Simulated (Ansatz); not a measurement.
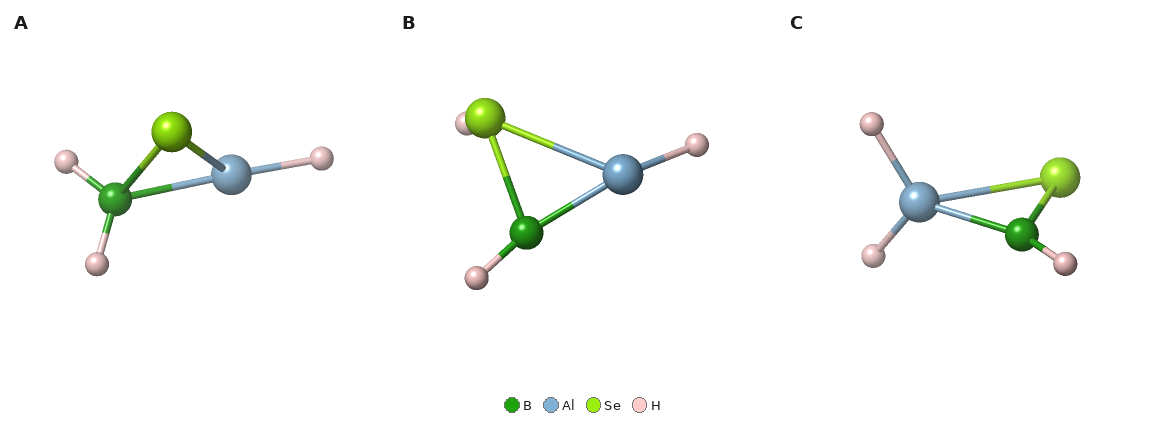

3 stationary structures of one formula. The species has charge −1 and is a spin singlet. Geometries: PBE-D4/def2-SVPD. Electronic energies: PBE-D4/def2-SVPD (Ansatz 0.2.0), without zero-point energy. No frequency run is at hand to confirm each as a minimum.

### Which is lowest in energy, and by how much?

A is lowest (Cs); C lies 1.0 kcal/mol above it (Cs), B lies 50.0 kcal/mol above it (C1).
